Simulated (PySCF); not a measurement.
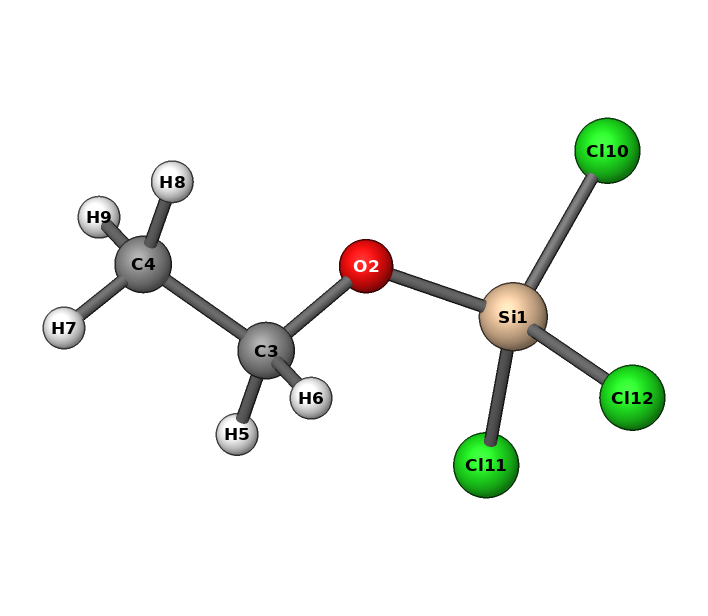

The questions are on isotropic NMR shieldings of the C atoms. The geometry was computed by an optimisation with PBE0-D3(BJ)/def2-SVP. No frequency run is at hand to confirm it as a minimum. Properties computed with GIAO PBE0/pcSseg-1 NMR shielding, non-relativistic, gas phase (PySCF 2.14.0).

List the isotropic NMR shieldings of the C atoms.

| atom | σ (ppm) |
| --- | --- |
| C3 | 122.3 |
| C4 | 165.9 |
